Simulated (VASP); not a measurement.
Band structure of SiC (zinc blende). Method: LDA (Ceperley-Alder, Perdew-Zunger), VASP's LDA PAW potentials (set 64) (plane waves; VASP).

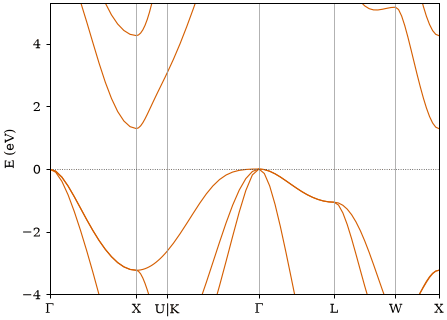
*Bands along high-symmetry lines, zero at the valence-band maximum or, without a gap, the Fermi level*

Read the plot: is there a gap, and where are the band edges?

The gap is indirect, 1.29 eV, from the valence maximum at Γ to the conduction minimum at X. (Edges off the drawn lines would not show.)

Measured: gap 2.53 eV (computed value off by -1.24 eV), as given by Wei Chen et al., Physical Review Materials (2018), doi:10.1103/physrevmaterials.2.073803 [zero-point renormalisation of 0.11 eV added back (the table's ZPR column)].

The compound is SiC in the zinc blende structure. It was relaxed first.
